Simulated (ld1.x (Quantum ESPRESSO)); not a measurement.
**A PAW potential for Cu, from input to tests**

Aim: build the potential from the settings below, then test how well it stands in for the atom: other configurations, scattering, ghost states and the plane-wave cutoff that it needs.

Program: ld1.x (Quantum ESPRESSO) 7.5. Reference atom: PBE, scalar-relativistic, spherical and spin-unpolarised. All values are calculated.

### Step 1. The atom and the settings

Typed settings, in words:

* element: copper (Cu, Z = 29)
* type: PAW
* frozen core: [Ne] 3s2
* valence charge: 17
* reference configuration: 3p6 3d10 4s0 4p0 (charge +1)
* partial waves: 4s (bound, empty): rcut 1.90, rcutus 2.05 bohr; 4s channel at 1.25 Ry: rcut 1.90, rcutus 2.05 bohr; 3p (bound): rcut 1.40, rcutus 1.55 bohr; 4p (bound, empty): rcut 1.40, rcutus 1.55 bohr; 3d (bound): rcut 1.15, rcutus 1.50 bohr; 3d channel at 4.15 Ry: rcut 1.15, rcutus 1.50 bohr
* local potential: all-electron potential smoothed inside 1.25 bohr (lloc = -1)
* core correction: not asked for
* augmentation charge: PSQ, inside the norm-conserving radii

An earlier all-electron run gives the scale for the radii.

All-electron outer shells of the reference configuration (PBE, scalar-relativistic, ld1.x):

```json
{"shell": "2p", "level (eV)": "-925.37", "outermost node (bohr)": "–", "outermost maximum (bohr)": "0.16"}
{"shell": "3s", "level (eV)": "-123.32", "outermost node (bohr)": "0.29", "outermost maximum (bohr)": "0.61"}
{"shell": "3p", "level (eV)": "-80.79", "outermost node (bohr)": "0.26", "outermost maximum (bohr)": "0.62"}
{"shell": "3d", "level (eV)": "-13.66", "outermost node (bohr)": "–", "outermost maximum (bohr)": "0.60"}
{"shell": "4s", "level (eV)": "-11.89", "outermost node (bohr)": "0.89", "outermost maximum (bohr)": "2.13"}
{"shell": "4p", "level (eV)": "-6.55", "outermost node (bohr)": "0.97", "outermost maximum (bohr)": "2.81"}
```

### Step 2. Generating the potential

The input, Cu.in:

```
 &input
   title='Cu', zed=29., rel=1, dft='PBE', iswitch=3,
   config='[Ar] 3d10 4s0 4p0',
   nld=3, rlderiv=2.25, eminld=-8.0, emaxld=5.0, deld=0.04
 /
 &inputp
   pseudotype=3, lpaw=.true., tm=.true., lloc=-1, rcloc=1.25,
   nlcc=.false.,
   which_augfun='PSQ', rmatch_augfun_nc=.true.,
   file_pseudopw='Cu.UPF', file_wfcaegen='ae.wfc', file_wfcncgen='nc.wfc', file_beta='beta', file_chi='chi', file_wfcusgen='us.wfc'
 /
6
4S  1  0   0.00   0.00  1.90  2.05  0.0
4S  1  0   0.00   1.25  1.90  2.05  0.0
3P  2  1   6.00   0.00  1.40  1.55  0.0
4P  3  1   0.00   0.00  1.40  1.55  0.0
3D  3  2  10.00   0.00  1.15  1.50  0.0
3D  3  2   0.00   4.15  1.15  1.50  0.0
 &test
   configts(1)='3p6 3d10 4s0 4p0'
 /
```

The run is started by

```
$ ld1.x < Cu.in > Cu.out
```

Output in Cu.out (without the banner and most projector matrices):

```text
     Program LD1 v.7.5
     --------------------------- All-electron run ----------------------------

     Cu
     scalar relativistic calculation

     atomic number is 29.00
     dft =PBE   lsd =0 sic =0 latt =0  beta=0.20 tr2=1.0E-14
     Exchange-correlation= PBE
                           (   1   4   3   4   0   0   0)
     mesh =1199 r(mesh) = 100.25372 a.u. xmin = -7.00 dx = 0.01250
     1 Ry =  13.60569312 eV, c = 137.03599908

     n l     nl                  e(Ry)          e(Ha)          e(eV)
     1 0     1S 1( 2.00)      -651.1838      -325.5919     -8859.8063
     2 0     2S 1( 2.00)       -78.7058       -39.3529     -1070.8472
     2 1     2P 1( 6.00)       -68.0136       -34.0068      -925.3720
     3 0     3S 1( 2.00)        -9.0640        -4.5320      -123.3220
     3 1     3P 1( 6.00)        -5.9383        -2.9691       -80.7940
     3 2     3D 1(10.00)        -1.0039        -0.5019       -13.6584
     4 0     4S 1( 0.00)        -0.8741        -0.4370       -11.8926
     4 1     4P 1( 0.00)        -0.4814        -0.2407        -6.5500

     final scf error:  3.3E-15 reached in  29 iterations

     Etot =   -3309.102669 Ry,   -1654.551334 Ha,  -45022.635421 eV

     Ekin =    3358.342954 Ry,    1679.171477 Ha,   45692.583628 eV
     Encl =   -7950.462563 Ry,   -3975.231281 Ha, -108171.553815 eV
     Eh   =    1417.782233 Ry,     708.891117 Ha,   19289.909984 eV
     Exc  =    -134.765293 Ry,     -67.382646 Ha,   -1833.575218 eV

     normalization and overlap integrals

     s(1S/1S) =  1.000000  <r> =   0.0521  <r2> =    0.0037  r(max) =   0.0341
     s(2S/2S) =  1.000000  <r> =   0.2352  <r2> =    0.0653  r(max) =   0.1960
     s(2P/2P) =  1.000000  <r> =   0.2064  <r2> =    0.0523  r(max) =   0.1585
     s(3S/3S) =  1.000000  <r> =   0.7127  <r2> =    0.5876  r(max) =   0.6112
     s(3P/3P) =  1.000000  <r> =   0.7505  <r2> =    0.6670  r(max) =   0.6189
     s(3D/3D) =  1.000000  <r> =   1.0148  <r2> =    1.4229  r(max) =   0.6036
     s(4S/4S) =  1.000000  <r> =   2.5964  <r2> =    7.7782  r(max) =   2.1334
     s(4P/4P) =  1.000000  <r> =   3.4484  <r2> =   13.8362  r(max) =   2.8087

     ------------------------ End of All-electron run ------------------------

     --------------------- Generating PAW atomic setup --------------------

      Generating local potential from pseudized AE potential:
      Matching radius rcloc =   1.2500

      Local pseudo, rcloc= 1.262 Estimated cut-off energy=    15.26 Ry

      Computing core charge for PAW:

       r > 0.33 : true rho core
       r < 0.33 : rho core = a sin(br)/r    a=  73.24  b=   7.89

      Integrated core pseudo-charge :   6.08
      Wfc-us  4S rcutus= 2.029  Estimated cut-off energy=    10.62 Ry
      Wfc-us  4S rcutus= 2.029  Estimated cut-off energy=    14.58 Ry
      Wfc-us  3P rcutus= 1.541  Estimated cut-off energy=    36.57 Ry
      Wfc-us  4P rcutus= 1.541  Estimated cut-off energy=    69.52 Ry
      Wfc-us  3D rcutus= 1.503  Estimated cut-off energy=    51.46 Ry
      Wfc-us  3D rcutus= 1.503  Estimated cut-off energy=    46.21 Ry

     Required augmentation: PSQ   radius:    2.050000

     Q pseudized with Bessel functions
     Expected ecutrho=     305.4553 due to l1=  2   l2=  2

     Estimated PAW energy = -397.386846 Ryd

     The PAW screened D coefficients
     0.95299     1.15145     0.00000     0.00000     0.00000     0.00000
     1.15145     1.40836     0.00000     0.00000     0.00000     0.00000
     0.00000     0.00000    -4.95885     0.06950     0.00000     0.00000
     0.00000     0.00000     0.06950    -0.82399     0.00000     0.00000
     0.00000     0.00000     0.00000     0.00000    -1.75639     0.04211
     0.00000     0.00000     0.00000     0.00000     0.04211     0.84284

     The PAW descreened D coefficients (US)
     0.57787     0.32550     0.00000     0.00000     0.00000     0.00000
     0.32550     0.13330     0.00000     0.00000     0.00000     0.00000
     0.00000     0.00000     4.31790    -1.49179     0.00000     0.00000
     0.00000     0.00000    -1.49179    -4.39486     0.00000     0.00000
     0.00000     0.00000     0.00000     0.00000     5.19022     4.41944
     0.00000     0.00000     0.00000     0.00000     4.41944     3.36318

     ------------------- End of pseudopotential generation -------------------

     [... the all-electron block is printed once more ...]


     Computing logarithmic derivative in   2.25686
     Computing logarithmic derivative in   2.25686
     Computing the partial wave expansion
     R is outside the sphere for l=    0 j= 0.00
     R is outside the sphere for l=    0 j= 0.00
     R is outside the sphere for l=    1 j= 0.00
     R is outside the sphere for l=    1 j= 0.00
     R is outside the sphere for l=    2 j= 0.00
     R is outside the sphere for l=    2 j= 0.00

     ---------------------- Testing the pseudopotential ----------------------

     Cu
     scalar relativistic calculation

     atomic number is 29.00   valence charge is 17.00
     dft = SLA  PW   PBX  PBC   lsd =0 sic =0 latt =0  beta=0.20 tr2=1.0E-14
     mesh =1199 r(mesh) = 100.25372 xmin = -7.00 dx = 0.01250

     n l     nl             e AE (Ry)        e PS (Ry)    De AE-PS (Ry)
     2 1     3P   1( 6.00)       -5.93825       -5.93826        0.00000
     3 2     3D   1(10.00)       -1.00387       -1.00388        0.00001
     1 0     4S   1( 0.00)       -0.87409       -0.87410        0.00001
     3 1     4P   1( 0.00)       -0.48142       -0.48142        0.00001

     eps = 6.0E-15  iter =  4

     Etot =   -3309.102669 Ry,   -1654.551334 Ha,  -45022.635421 eV
     Etotps =  -397.386870 Ry,    -198.693435 Ha,   -5406.723811 eV

     Ekin =     368.647701 Ry,     184.323851 Ha,    5015.707491 eV
     Encl =    -895.056920 Ry,    -447.528460 Ha,  -12177.869780 eV
     Ehrt =     263.787591 Ry,     131.893796 Ha,    3589.013018 eV
     Ecxc =    -134.765243 Ry,     -67.382622 Ha,   -1833.574540 eV

     ---------------------- End of pseudopotential test ----------------------
```

It took 3.6 s on 1 thread of Neoverse-V1, shared host. (Generation and the later configuration tests together.)

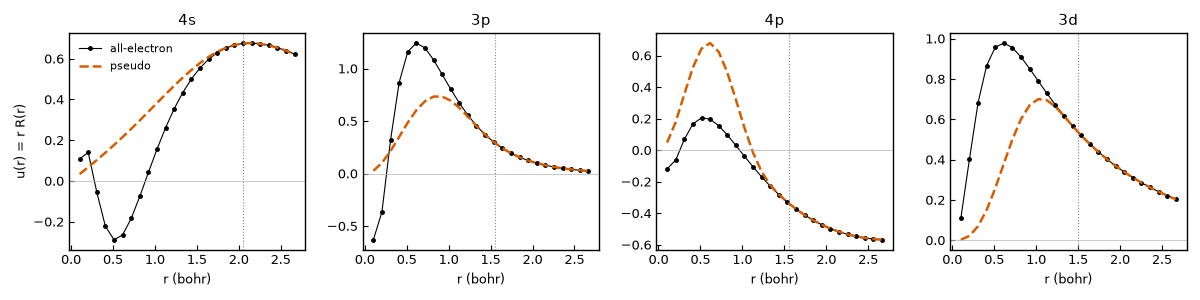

Bound waves of the atom and their pseudo partners (4s, 3p, 4p, 3d), with the matching radii dotted. The curves join 26 sampled radii, too few to resolve the innermost nodes.

### Step 3. Transferability test

The input, Cu.test.in:

```
 &input
   title='Cu', zed=29., rel=1, dft='PBE', iswitch=2,
   config='[Ar] 3d10 4s0 4p0'
 /
 &test
   file_pseudo='Cu.UPF', nconf=8,
   configts(1)='3p6 3d10 4s0 4p0',
   configts(2)='3p6 3d10 4s1 4p0',
   configts(3)='3p6 3d9 4s0 4p0',
   configts(4)='3p6 3d8 4s0 4p0',
   configts(5)='3p6 3d7 4s0 4p0',
   configts(6)='3p6 3d9 4s1 4p0',
   configts(7)='3p6 3d10 4s0.5 4p0',
   configts(8)='3p6 3d9 4s2 4p0'
 /
```

The run is started by

```
$ ld1.x < Cu.test.in > Cu.test.out
```

Cu.test.out, the pseudopotential blocks, each with the warnings that came before it:

```text
     ---------------------- Testing the pseudopotential ----------------------

     Cu
     scalar relativistic calculation

     atomic number is 29.00   valence charge is 17.00
     dft =SLA  PW   PBX  PBC   lsd =0 sic =0 latt =0  beta=0.20 tr2=1.0E-14
     mesh =1199 r(mesh) = 100.25372 xmin = -7.00 dx = 0.01250

     n l     nl             e AE (Ry)        e PS (Ry)    De AE-PS (Ry)
     2 1     3P   1( 6.00)       -5.93825       -5.93826        0.00000
     3 2     3D   1(10.00)       -1.00387       -1.00388        0.00001
     1 0     4S   1( 0.00)       -0.87409       -0.87410        0.00001
     3 1     4P   1( 0.00)       -0.48142       -0.48142        0.00001

     eps = 6.0E-15  iter =  4

     Etot =   -3309.102669 Ry,   -1654.551334 Ha,  -45022.635421 eV
     Etotps =  -397.386870 Ry,    -198.693435 Ha,   -5406.723811 eV

     Ekin =     368.647701 Ry,     184.323851 Ha,    5015.707491 eV
     Encl =    -895.056920 Ry,    -447.528460 Ha,  -12177.869780 eV
     Ehrt =     263.787591 Ry,     131.893796 Ha,    3589.013018 eV
     Ecxc =    -134.765243 Ry,     -67.382622 Ha,   -1833.574540 eV

     ---------------------- End of pseudopotential test ----------------------

     ---------------------- Testing the pseudopotential ----------------------

     Cu
     scalar relativistic calculation

     atomic number is 29.00   valence charge is 17.00
     dft =SLA  PW   PBX  PBC   lsd =0 sic =0 latt =0  beta=0.20 tr2=1.0E-14
     mesh =1199 r(mesh) = 100.25372 xmin = -7.00 dx = 0.01250

     n l     nl             e AE (Ry)        e PS (Ry)    De AE-PS (Ry)
     2 1     3P   1( 6.00)       -5.30241       -5.30194       -0.00047
     3 2     3D   1(10.00)       -0.37027       -0.37004       -0.00023
     1 0     4S   1( 1.00)       -0.33878       -0.33902        0.00024
     3 1     4P   1( 0.00)       -0.05121       -0.05135        0.00015

     eps = 7.1E-15  iter = 19

     Etot =   -3309.701531 Ry,   -1654.850765 Ha,  -45030.783357 eV
     Etotps =  -397.985897 Ry,    -198.992948 Ha,   -5414.873977 eV
     dEtot_ae =      -0.598862 Ry
     dEtot_ps =      -0.599026 Ry,   Delta E=       0.000164 Ry

     Ekin =     369.119960 Ry,     184.559980 Ha,    5022.132904 eV
     Encl =    -906.334930 Ry,    -453.167465 Ha,  -12331.314929 eV
     Ehrt =     274.297952 Ry,     137.148976 Ha,    3732.013757 eV
     Ecxc =    -135.068878 Ry,     -67.534439 Ha,   -1837.705709 eV

     ---------------------- End of pseudopotential test ----------------------

     Warning: n=1, l=0 expected 0 nodes, found 1
     ---------------------- Testing the pseudopotential ----------------------

     Cu
     scalar relativistic calculation

     atomic number is 29.00   valence charge is 17.00
     dft =SLA  PW   PBX  PBC   lsd =0 sic =0 latt =0  beta=0.20 tr2=1.0E-14
     mesh =1199 r(mesh) = 100.25372 xmin = -7.00 dx = 0.01250

     n l     nl             e AE (Ry)        e PS (Ry)    De AE-PS (Ry)
     2 1     3P   1( 6.00)       -7.17487       -7.17658        0.00171
     3 2     3D   1( 9.00)       -2.17762       -2.17910        0.00148
     1 0     4S   1( 0.00)       -1.64243       -1.70461        0.06218  !
     3 1     4P   1( 0.00)       -1.12816       -1.12958        0.00142

     eps = 4.1E-15  iter =  9

     Etot =   -3307.534761 Ry,   -1653.767381 Ha,  -45001.302955 eV
     Etotps =  -395.818222 Ry,    -197.909111 Ha,   -5385.381264 eV
     dEtot_ae =       1.567907 Ry
     dEtot_ps =       1.568648 Ry,   Delta E=      -0.000741 Ry

     Ekin =     366.994035 Ry,     183.497018 Ha,    4993.208221 eV
     Encl =    -873.981822 Ry,    -436.990911 Ha,  -11891.128462 eV
     Ehrt =     244.911545 Ry,     122.455773 Ha,    3332.191325 eV
     Ecxc =    -133.741981 Ry,     -66.870990 Ha,   -1819.652348 eV

     ---------------------- End of pseudopotential test ----------------------

     ---------------------- Testing the pseudopotential ----------------------

     Cu
     scalar relativistic calculation

     atomic number is 29.00   valence charge is 17.00
     dft =SLA  PW   PBX  PBC   lsd =0 sic =0 latt =0  beta=0.20 tr2=1.0E-14
     mesh =1199 r(mesh) = 100.25372 xmin = -7.00 dx = 0.01250

     n l     nl             e AE (Ry)        e PS (Ry)    De AE-PS (Ry)
     2 1     3P   1( 6.00)       -8.65850       -8.66693        0.00843  !
     3 2     3D   1( 8.00)       -3.59499       -3.60266        0.00768  !
     1 0     4S   1( 0.00)       -2.53770       -2.53613       -0.00157
     3 1     4P   1( 0.00)       -1.91536       -1.92877        0.01341  !

     eps = 5.1E-16  iter = 14

     Etot =   -3304.666857 Ry,   -1652.333428 Ha,  -44962.283127 eV
     Etotps =  -392.946207 Ry,    -196.473103 Ha,   -5346.305502 eV
     dEtot_ae =       4.435812 Ry
     dEtot_ps =       4.440664 Ry,   Delta E=      -0.004852 Ry

     Ekin =     363.341743 Ry,     181.670872 Ha,    4943.516257 eV
     Encl =    -847.413742 Ry,    -423.706871 Ha,  -11529.651319 eV
     Ehrt =     223.503350 Ry,     111.751675 Ha,    3040.917995 eV
     Ecxc =    -132.377558 Ry,     -66.188779 Ha,   -1801.088435 eV

     ---------------------- End of pseudopotential test ----------------------

     BEWARE! Errors in PS-KS equations
     Warning: n=2, l=1 expected 0 nodes, found 1
     Warning: n=3, l=1 expected 1 nodes, found 2
     Warning: n=3, l=2 expected 0 nodes, found 1
     ---------------------- Testing the pseudopotential ----------------------

     Cu
     scalar relativistic calculation

     atomic number is 29.00   valence charge is 17.00
     dft =SLA  PW   PBX  PBC   lsd =0 sic =0 latt =0  beta=0.20 tr2=1.0E-14
     mesh =1199 r(mesh) = 100.25372 xmin = -7.00 dx = 0.01250

     n l     nl             e AE (Ry)        e PS (Ry)    De AE-PS (Ry)
     2 1     3P   1( 6.00)      -10.33679      -13.34361        3.00681  !
     3 2     3D   1( 7.00)       -5.21378       -5.32828        0.11450  !
     1 0     4S   1( 0.00)       -3.53893       -3.53893        0.00000
     3 1     4P   1( 0.00)       -2.81949       -2.81949        0.00000

     eps = 2.5E-18  iter =  6

     Etot =   -3300.278327 Ry,   -1650.139164 Ha,  -44902.574139 eV
     Etotps =  -212.471329 Ry,    -106.235665 Ha,   -2890.819702 eV
     dEtot_ae =       8.824341 Ry
     dEtot_ps =     184.915541 Ry,   Delta E=    -176.091200 Ry

     Ekin =    -117.359622 Ry,     -58.679811 Ha,   -1596.759008 eV
     Encl =       0.000000 Ry,       0.000000 Ha,       0.000000 eV
     Ehrt =       0.000000 Ry,       0.000000 Ha,       0.000000 eV
     Ecxc =     -95.111707 Ry,     -47.555853 Ha,   -1294.060694 eV

     ---------------------- End of pseudopotential test ----------------------
```

4 tests gave no usable energy difference (3p6 3d7 4s0 4p0; 3p6 3d9 4s1 4p0; 3p6 3d10 4s0.5 4p0; 3p6 3d9 4s2 4p0); the test run stopped with "negative rho".

The tests as a table, with energies relative to 3p6 3d10 4s0 4p0. A star marks tests that logged a warning. The frozen-core shift comes from a second all-electron run, not shown, with the core orbitals held at their reference shape; it is that run's ΔE less the relaxed one.

```tsv
valence configuration	charge	ΔE all-electron (eV)	error AE − PS (meV)	frozen-core shift (meV)
3p6 3d10 4s1 4p0	0	-8.148	+2.2	-0.9
3p6 3d9 4s0 4p0 *	+2	21.332	-10	+7.1
3p6 3d8 4s0 4p0	+3	60.352	-66	+63
```

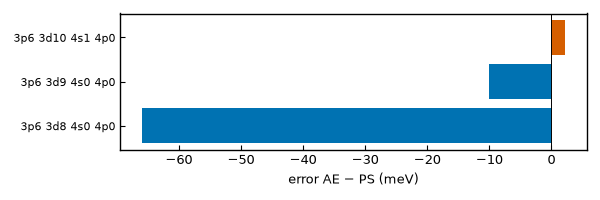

Error of the potential in each test configuration.

### Step 4. Scattering by logarithmic derivatives

Taken from the files of the generation run. The phase is arctan(r·u′/u) with u = r·R, unwrapped, with energies in Ry. A pole is an energy at which the radial function vanishes at the test radius. The pseudo phase is shifted by a multiple of π to meet the all-electron one at the reference energy. Levels narrower than the energy grid can be missing from the poles. The last column is the largest difference on the grid between −1 and +1 Ry.

| channel | radius (bohr) | reference (Ry) | poles AE | poles PS | window around the reference with phases within 0.05 rad (Ry) | largest difference near zero (rad) |
| --- | --- | --- | --- | --- | --- | --- |
| s | 2.26 | -0.87 | 1.77 | 1.77 | the whole range | 0.002 |
| p | 2.26 | -0.48 | -5.92, 3.03 | -5.92, 2.66 | below 3.2 | 0.013 |
| d | 2.26 | -1.00 | -0.82 | -0.82 | the whole range | 0.010 |

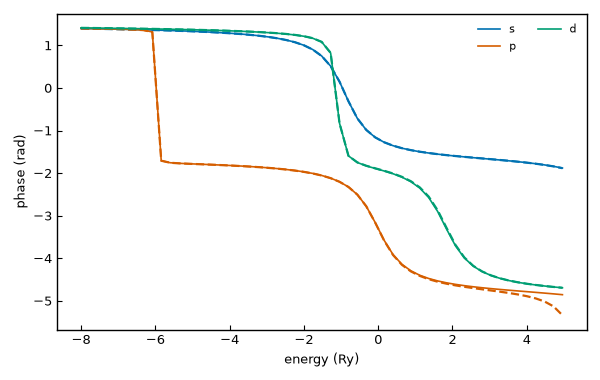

Phases by channel: all-electron solid, pseudo dashed.

### Step 5. Plane-wave convergence, by spherical Bessel functions

A separate test, outside the generator: the pseudo-atom's Hamiltonian at the reference potential is diagonalised in spherical Bessel functions j_l(qr) that vanish at 20 bohr, with q² up to the cutoff.

All-electron valence levels (Ry): 4s -0.8741, 3p -5.9383, 4p -0.4814, 3d -1.0039. The lowest levels of each channel (Ry) by cutoff; the last column sums, over occupied levels, occupation times the distance from the level at 400 Ry. A positive value at high cutoff is not a bound level.

| cutoff (Ry) | s #1 | p #1 | p #2 | d #1 | f #1 | Σ f·Δε (mRy) |
| --- | --- | --- | --- | --- | --- | --- |
| 8 | -0.8733 | -5.0244 | -0.3568 | -0.1583 | -0.0458 | 13939.1 |
| 15 | -0.8740 | -5.7999 | -0.3948 | -0.1665 | -0.0458 | 9203.6 |
| 21 | -0.8741 | -5.8992 | -0.4048 | -0.6489 | -0.0458 | 3784.2 |
| 35 | -0.8741 | -5.9373 | -0.4300 | -0.9836 | -0.0458 | 208.3 |
| 45 | -0.8741 | -5.9376 | -0.4621 | -1.0023 | -0.0458 | 20.2 |
| 60 | -0.8741 | -5.9381 | -0.4800 | -1.0031 | -0.0458 | 8.5 |
| 80 | -0.8741 | -5.9382 | -0.4808 | -1.0038 | -0.0458 | 1.3 |
| 90 | -0.8741 | -5.9382 | -0.4812 | -1.0038 | -0.0458 | 0.9 |
| 110 | -0.8741 | -5.9383 | -0.4813 | -1.0038 | -0.0458 | 0.4 |
| 400 | -0.8741 | -5.9383 | -0.4814 | -1.0039 | -0.0458 | 0.0 |

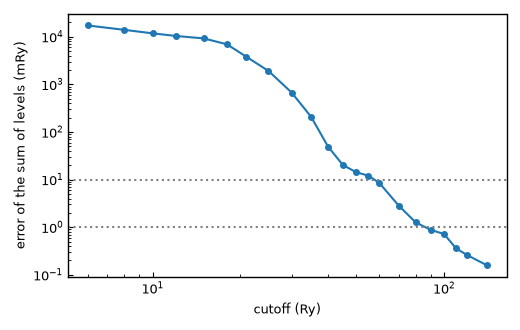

Occupation-weighted error of the valence levels against the cutoff; the dotted lines mark 10 and 1 mRy.

The sum stays within 10 mRy from 60 Ry and within 1 mRy from 90 Ry. The sum leaves out empty levels, which can need more. Ghost test: no level below the all-electron spectrum of its channel (s, p, d, f tested).

### Step 6. Summary of results

| quantity | value |
| --- | --- |
| cutoffs for 10 and 1 mRy, occupied levels | 60 Ry and 90 Ry |
| bound ghosts | none found |
| largest test error (AE − PS) | -66 meV, for 3p6 3d8 4s0 4p0 (4 tests unsolved) |
| largest phase difference near zero energy, channels read | 0.013 rad |
| lowest eigenvalue of the overlap (Bessel basis) | 0.050 (p) |
| density cutoff estimated by the generator | 305 Ry |

In words: By total energies transferability is fair where solved: the largest error is 66 meV on 60.4 eV, for 3p6 3d8 4s0 4p0. That test lies far up in energy; among those under 40 eV, nearer to bonding, the largest error is 10 meV. Freezing the core accounts for most of it. The test run broke off, so later configurations gave nothing; the verdict rests on few tests. By its cutoff, 60 Ry for the looser tolerance, it is of middling hardness. The slowest occupied level is 3d: taken alone it needs 60 Ry to come within 1 mRy, against 35 Ry for 3p. It is free of bound ghosts as far as tested. Near zero energy the phases of the channels with partial waves agree within 0.013 rad.
